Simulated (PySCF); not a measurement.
**Al₂F₄H₂: density, localisation and related maps**

Input file:

```
{"job": {"kind": "nmr", "xc": "PBE0", "basis": {"default": "pcSseg-1", "Al": "pcSseg-2"}}, "charge": 0, "multiplicity": 1}
Al    -0.617745    -1.018671     0.412086
F     -0.097209    -1.742149     1.801766
F     -1.922429    -1.532236    -0.459162
H     -0.685912     0.697338     0.620460
Al     0.653067     0.998919    -0.433299
F      0.132751     1.718379    -1.825018
F      1.955062     1.511763     0.441855
H      0.720644    -0.718993    -0.642398
```

Run with:

```sh
OMP_NUM_THREADS=1 python probes_run.py task.json out
```

Geometry: PBE0-D3(BJ)/def2-SVP.

All numbers below come from PBE0/pcSseg-1 Al:pcSseg-2, SCF density, gas phase, non-relativistic in PySCF.

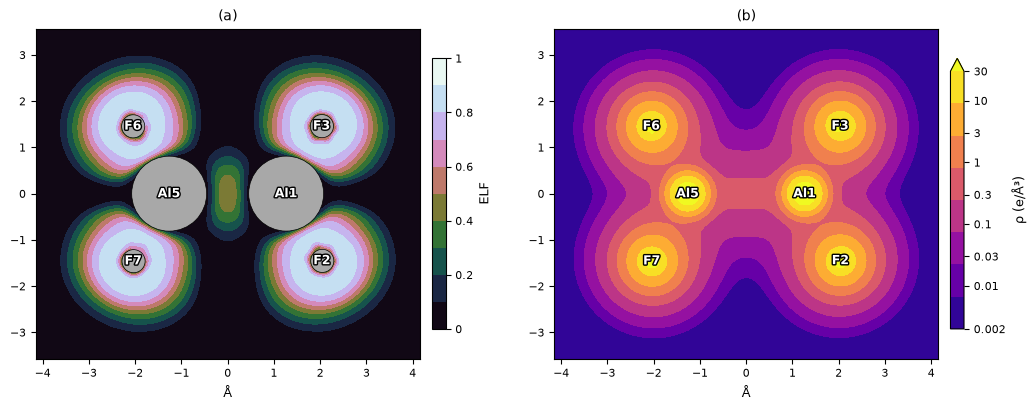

Figure 1. (a) electron localisation function; (b) electron density on the plane of atoms F3, Al1 and Al5. Grey discs cover the atomic cores in the ELF map.

> Read the bonding off the picture.

- The plane passes through Al and F nuclei.
- Al–F (1.65 Å): the density is about 0.93 e/Å³ at the midpoint; the ELF peaks at about 0.85 in the valence shell of F, 0.5 Å from its nucleus, and is about 0.35 at the midpoint.
- Al–Al (2.53 Å): the density is about 0.3 e/Å³ at the midpoint; the ELF is about 0.45 at the midpoint.
- The ELF also peaks beside F7, F2, F3 and F6, away from the bonds: lone-pair regions.

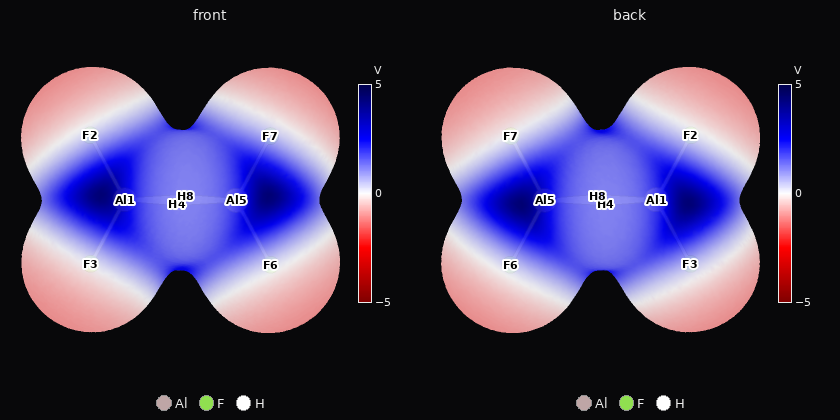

Figure 2. The molecular electrostatic potential painted on the density surface at 0.002 e/bohr³, seen from the front and from behind; the colour scale runs from red (negative) to blue (positive).

> Describe the electrostatic potential map.

The most negative region (about −1.0 V, or −23 kcal/mol for a unit charge) lies over F2, F3, F6 and F7, the most positive (about +4.2 V, or +97 kcal/mol for a unit charge) over Al1 and Al5.

> How polar is the molecule by this calculation?

Its dipole moment is 0.02 D.
